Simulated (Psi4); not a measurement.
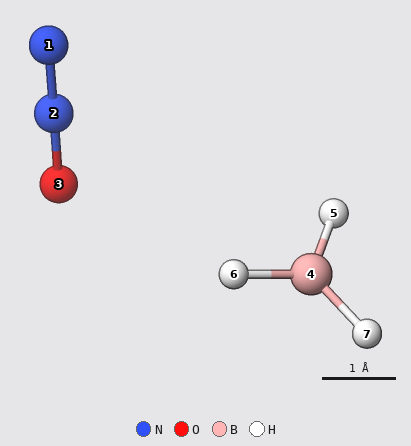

Fig. 1: The input geometry (ball-and-stick view, seen at a tilt; atoms are numbered from 1 in the order of the input). Bond lengths as drawn: B–H 1.16 to 1.17 Å, N–N 1.11 Å and N–O 1.15 Å.

## Interaction calculation, with input and output: BN2H3O (part 1 of 2)

The run: interaction calculation of BN2H3O, SMILES N#[N+][O-].[H]B([H])[H]. Method and program: SAPT0/jun-cc-pV(D+d)Z, RHF (Psi4 1.11).

The geometry comes from this level: GFN2-xTB.

The input (run.py):
```python
import psi4

psi4.set_memory(1600000000)
psi4.set_num_threads(1)
psi4.core.set_output_file('output.dat', False)

mol = psi4.geometry("""
0 1
N      2.212530    -0.256960     1.098620
N      1.763620    -0.957670     0.370930
O      1.302860    -1.691410    -0.386330
--
0 1
B     -2.421010     1.326860    -0.500700
H     -2.339300     0.718410     0.489600
H     -1.458910     1.736550    -1.014870
H     -3.466190     1.549900    -0.961430
symmetry c1
no_reorient
no_com
""")

psi4.set_options({
    'basis': 'jun-cc-pV(D+d)Z',
    'reference': 'rhf',
    'scf_type': 'df',
})

energy_value, wavefunction = psi4.energy('sapt0', return_wfn=True)
print(f'sapt0 energy: {energy_value:.10f} Eh')
```

Run on 1 thread of Intel Xeon (Granite Rapids), 32 GiB of memory available, shared host.

Run as:
```bash
python run.py
```

The program's output:
```
=> Loading Basis Set <=

    Name: JUN-CC-PV(D+D)Z
    Role: ORBITAL
    Keyword: BASIS

   => Loading Basis Set <=

    Name: JUN-CC-PV(D+D)Z
    Role: ORBITAL
    Keyword: BASIS

  //>>>>>>>>>>>>>>>>>>>>>>>>>>>>>>>>>>>//
  //              Dimer HF             //
  //<<<<<<<<<<<<<<<<<<<<<<<<<<<<<<<<<<<//

   => Loading Basis Set <=

    Name: JUN-CC-PV(D+D)Z
    Role: ORBITAL
    Keyword: BASIS

         ---------------------------------------------------------
                                   SCF
                              RHF Reference
                        1 Threads,   1525 MiB Core
         ---------------------------------------------------------

  ==> Geometry <==

    Molecular point group: c1
    Full point group: C1

    Geometry (in Angstrom), charge = 0, multiplicity = 1:

       Center              X                  Y                   Z               Mass
    ------------   -----------------  -----------------  -----------------  -----------------
         N            2.212530000000    -0.256960000000     1.098620000000    14.003074004430
         N            1.763620000000    -0.957670000000     0.370930000000    14.003074004430
         O            1.302860000000    -1.691410000000    -0.386330000000    15.994914619570
         B           -2.421010000000     1.326860000000    -0.500700000000    11.009305360000
         H           -2.339300000000     0.718410000000     0.489600000000     1.007825032230
         H           -1.458910000000     1.736550000000    -1.014870000000     1.007825032230
         H           -3.466190000000     1.549900000000    -0.961430000000     1.007825032230

  Running in c1 symmetry.

  Rotational constants: A =      0.42671  B =      0.05673  C =      0.05069 [cm^-1]
  Rotational constants: A =  12792.54453  B =   1700.61011  C =   1519.59916 [MHz]
  Nuclear repulsion =   88.873043833177078

  Charge       = 0
  Multiplicity = 1
  Electrons    = 30
  Nalpha       = 15
  Nbeta        = 15

  ==> Algorithm <==

  SCF Algorithm Type is DF.
  DIIS enabled.
  MOM disabled.
  Fractional occupation disabled.
  Guess Type is SAD.
  Energy threshold   = 1.00e-08
  Density threshold  = 1.00e-08
  Integral threshold = 1.00e-12

  ==> Primary Basis <==

  Basis Set: JUN-CC-PV(D+D)Z
    Blend: JUN-CC-PV(D+D)Z
    Number of shells: 41
    Number of basis functions: 87
    Number of Cartesian functions: 91
    Spherical Harmonics?: true
    Max angular momentum: 2

   => Loading Basis Set <=

    Name: (JUN-CC-PV(D+D)Z AUX)
    Role: JKFIT
    Keyword: DF_BASIS_SCF

  ==> Integral Setup <==

  DFHelper Memory: AOs need 0.023 GiB; user supplied 1.118 GiB.
  SCF_SUBTYPE=INCORE selected. In-core MEM_DF algorithm will be used.
  Using in-core AOs.

  ==> MemDFJK: Density-Fitted J/K Matrices <==

    J tasked:                   Yes
    K tasked:                   Yes
    wK tasked:                   No
    Memory [MiB]:              1144
    Algorithm:                 Core
    Schwarz Cutoff:           1E-12
    Mask sparsity (%):       4.4127
    Fitting Condition:        1E-10

   => Auxiliary Basis Set <=

  Basis Set: (JUN-CC-PV(D+D)Z AUX)
    Blend: JUN-CC-PVDZ-JKFIT
    Number of shells: 135
    Number of basis functions: 385
    Number of Cartesian functions: 439
    Spherical Harmonics?: true
    Max angular momentum: 3

  Minimum eigenvalue in the overlap matrix is 1.5958823950E-04.
  Reciprocal condition number of the overlap matrix is 2.8669578227E-05.
    Using symmetric orthogonalization.

  ==> Pre-Iterations <==

  SCF Guess: Superposition of Atomic Densities via on-the-fly atomic UHF (no occupation information).

   -------------------------
    Irrep   Nso     Nmo
   -------------------------
     A         87      87
   -------------------------
    Total      87      87
   -------------------------

  ==> Iterations <==

                           Total Energy        Delta E     RMS |[F,P]|

   @DF-RHF iter SAD:  -208.88305889931451   -2.08883e+02   0.00000e+00
   @DF-RHF iter   1:  -210.01762814335899   -1.13457e+00   5.06534e-03 ADIIS/DIIS
   @DF-RHF iter   2:  -210.05509494937741   -3.74668e-02   3.78889e-03 ADIIS/DIIS
   @DF-RHF iter   3:  -210.09314377782013   -3.80488e-02   5.04426e-04 ADIIS/DIIS
   @DF-RHF iter   4:  -210.09408398896878   -9.40211e-04   3.39074e-04 ADIIS/DIIS
   @DF-RHF iter   5:  -210.09445739085766   -3.73402e-04   5.62762e-05 DIIS
   @DF-RHF iter   6:  -210.09448948510209   -3.20942e-05   1.66265e-05 DIIS
   @DF-RHF iter   7:  -210.09449145020358   -1.96510e-06   3.23096e-06 DIIS
   @DF-RHF iter   8:  -210.09449150831759   -5.81140e-08   6.36145e-07 DIIS
   @DF-RHF iter   9:  -210.09449151060818   -2.29059e-09   9.70460e-08 DIIS
   @DF-RHF iter  10:  -210.09449151068435   -7.61702e-11   2.99334e-08 DIIS
   @DF-RHF iter  11:  -210.09449151069248   -8.12861e-12   9.74697e-09 DIIS
  Energy and wave function converged.

  ==> Post-Iterations <==

    Orbital Energies [Eh]
    ---------------------

    Doubly Occupied:

       1A    -20.664795     2A    -15.852304     3A    -15.697934
       4A     -7.614386     5A     -1.652771     6A     -1.450673
       7A     -0.836262     8A     -0.784121     9A     -0.784096
      10A     -0.712420    11A     -0.695638    12A     -0.502648
      13A     -0.502542    14A     -0.493301    15A     -0.493296

    Virtual:

      16A      0.033799    17A      0.064547    18A      0.065460
      19A      0.067640    20A      0.104606    21A      0.113121
      22A      0.119604    23A      0.126064    24A      0.145953
      25A      0.175246    26A      0.187166    27A      0.194228
      28A      0.217886    29A      0.224465    30A      0.268513
      31A      0.271680    32A      0.276778    33A      0.300247
      34A      0.301708    35A      0.326345    36A      0.373662
      37A      0.404459    38A      0.472182    39A      0.487467
      40A      0.535824    41A      0.576149    42A      0.645300
      43A      0.809895    44A      0.824031    45A      0.856979
      46A      0.859839    47A      0.866625    48A      0.882268
      49A      1.010179    50A      1.038497    51A      1.129412
      52A      1.136250    53A      1.152162    54A      1.263902
      55A      1.305474    56A      1.419948    57A      1.422263
      58A      1.431015    59A      1.454948    60A      1.465732
      61A      1.553851    62A      1.581048    63A      1.674206
      64A      1.674980    65A      1.788996    66A      1.793467
      67A      1.794030    68A      1.814437    69A      1.957108
      70A      1.958528    71A      2.196289    72A      2.196324
      73A      2.329409    74A      2.330456    75A      2.544767
      76A      2.613044    77A      2.671772    78A      2.675522
      79A      2.724875    80A      2.725562    81A      2.949134
      82A      2.949232    83A      3.089544    84A      3.782809
      85A      3.793315    86A      3.794188    87A      4.291602

    Final Occupation by Irrep:
              A
    DOCC [    15 ]
    NA   [    15 ]
    NB   [    15 ]

  @DF-RHF Final Energy:  -210.09449151069248

   => Energetics <=

    Nuclear Repulsion Energy =             88.8730438331770785
    One-Electron Energy =                -460.4606978598712885
    Two-Electron Energy =                 161.4931625160017461
    Total Energy =                       -210.0944915106924782

Computation Completed

Properties will be evaluated at   0.000000,   0.000000,   0.000000 [a0]

Properties computed using the SCF density matrix

 Multipole Moments:

 ------------------------------------------------------------------------------------
     Multipole            Electronic (a.u.)      Nuclear  (a.u.)        Total (a.u.)
 ------------------------------------------------------------------------------------

 L = 1.  Multiply by 2.5417464519 to convert [e a0] to [Debye]
 Dipole X            :        -35.6169136           35.6902747            0.0733611
 Dipole Y            :         21.6615658          -21.5325410            0.1290248
 Dipole Z            :         -5.9294746            6.0584809            0.1290063
 Magnitude           :                                                    0.1966516

 ------------------------------------------------------------------------------------

	total time  =          1 seconds =       0.02 minutes

  //>>>>>>>>>>>>>>>>>>>>>>>>>>>>>>>>>>>//
  //            Monomer A HF           //
  //<<<<<<<<<<<<<<<<<<<<<<<<<<<<<<<<<<<//

  ==> Geometry <==

    Molecular point group: c1
    Full point group: C1

    Geometry (in Angstrom), charge = 0, multiplicity = 1:

       Center              X                  Y                   Z               Mass
    ------------   -----------------  -----------------  -----------------  -----------------
         N            2.212530000000    -0.256960000000     1.098620000000    14.003074004430
         N            1.763620000000    -0.957670000000     0.370930000000    14.003074004430
         O            1.302860000000    -1.691410000000    -0.386330000000    15.994914619570
      Gh(B)          -2.421010000000     1.326860000000    -0.500700000000    11.009305360000
      Gh(H)          -2.339300000000     0.718410000000     0.489600000000     1.007825032230
      Gh(H)          -1.458910000000     1.736550000000    -1.014870000000     1.007825032230
      Gh(H)          -3.466190000000     1.549900000000    -0.961430000000     1.007825032230

  Running in c1 symmetry.

  Rotational constants: A =      0.42671  B =      0.05673  C =      0.05069 [cm^-1]
  Rotational constants: A =  12792.54453  B =   1700.61011  C =   1519.59916 [MHz]
  Nuclear repulsion =   62.343568282895070

  Charge       = 0
  Multiplicity = 1
  Electrons    = 22
  Nalpha       = 11
  Nbeta        = 11

  ==> Iterations <==

                           Total Energy        Delta E     RMS |[F,P]|

   @DF-RHF iter SAD:  -183.20540112450578   -1.83205e+02   0.00000e+00
   @DF-RHF iter   1:  -183.63389450456341   -4.28493e-01   5.00338e-03 ADIIS/DIIS
   @DF-RHF iter   2:  -183.66621719718546   -3.23227e-02   3.78356e-03 ADIIS/DIIS
   @DF-RHF iter   3:  -183.70402607219106   -3.78089e-02   4.66765e-04 ADIIS/DIIS
   @DF-RHF iter   4:  -183.70478750678916   -7.61435e-04   3.19424e-04 ADIIS/DIIS
   @DF-RHF iter   5:  -183.70511610522837   -3.28598e-04   5.66858e-05 DIIS
   @DF-RHF iter   6:  -183.70514801597201   -3.19107e-05   1.52932e-05 DIIS
   @DF-RHF iter   7:  -183.70514965386573   -1.63789e-06   2.93587e-06 DIIS
   @DF-RHF iter   8:  -183.70514969169983   -3.78341e-08   6.53153e-07 DIIS
   @DF-RHF iter   9:  -183.70514969359320   -1.89337e-09   9.43869e-08 DIIS
   @DF-RHF iter  10:  -183.70514969365104   -5.78382e-11   2.68012e-08 DIIS
   @DF-RHF iter  11:  -183.70514969365502   -3.97904e-12   4.55783e-09 DIIS
  Energy and wave function converged.

  ==> Post-Iterations <==

    Final Occupation by Irrep:
              A
    DOCC [    11 ]
    NA   [    11 ]
    NB   [    11 ]

  @DF-RHF Final Energy:  -183.70514969365502

   => Energetics <=

    Nuclear Repulsion Energy =             62.3435682828950704
    One-Electron Energy =                -373.2751268017067332
    Two-Electron Energy =                 127.2264088251566108
    Total Energy =                       -183.7051496936550166

Computation Completed

Properties will be evaluated at   0.000000,   0.000000,   0.000000 [a0]

Properties computed using the SCF density matrix

 Multipole Moments:
```
